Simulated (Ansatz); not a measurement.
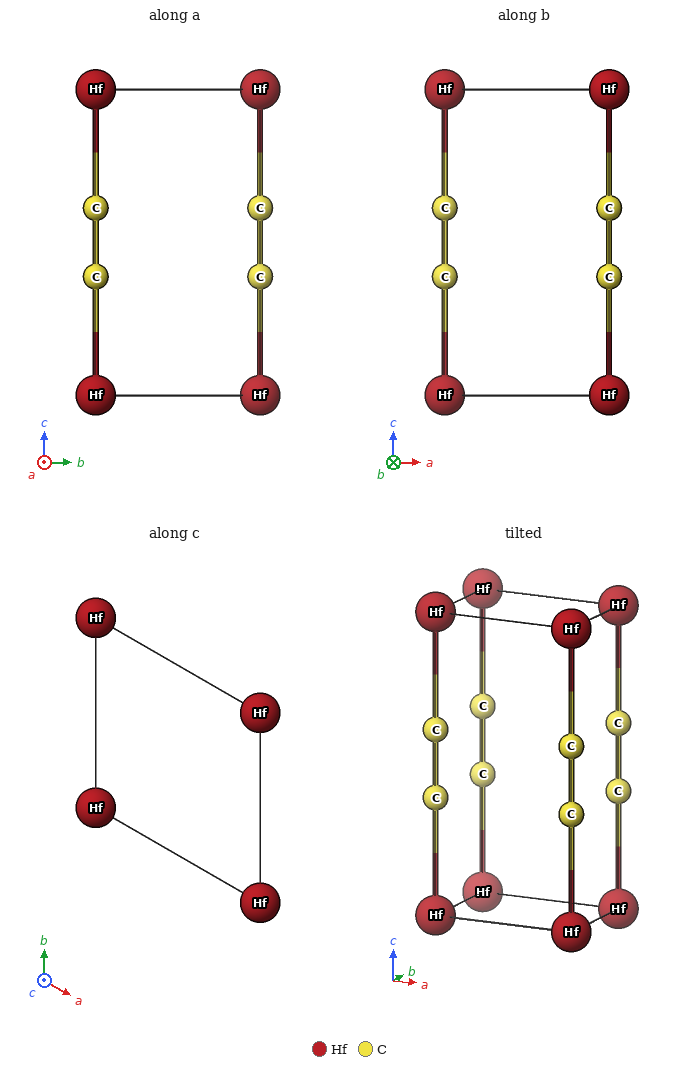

Ball-and-stick drawing of the structure, looking along the a axis, along the b axis, along the c axis and slightly off an axis. Lines trace the edges of the conventional unit cell.

Lattice parameters: a = 3.4854 Å, b = 3.4854 Å, c = 5.6118 Å, α = 90.000°, β = 90.000°, γ = 120.000°.

> Express the structure as a CIF with its space group and independent sites, with free fractional coordinates to two decimals.

```cif
data_structure
_symmetry_space_group_name_H-M 'P 6/m m m'
_symmetry_Int_Tables_number 191
_cell_length_a 3.4854
_cell_length_b 3.4854
_cell_length_c 5.6118
_cell_angle_alpha 90.000
_cell_angle_beta 90.000
_cell_angle_gamma 120.000
_cell_volume 59.04
loop_
_atom_site_label
_atom_site_type_symbol
_atom_site_symmetry_multiplicity
_atom_site_Wyckoff_symbol
_atom_site_fract_x
_atom_site_fract_y
_atom_site_fract_z
_atom_site_occupancy
Hf1 Hf 1 a 0.00 0.00 0.00 1
C1 C 2 e 0.00 0.00 0.39 1
```

Source of the structure: a random cell made by a generator, so it need not be a real form of the compound. Atoms and cell were optimised with DFT PBE, scalar-relativistic, plane waves, PAW (Ansatz 0.2.0).
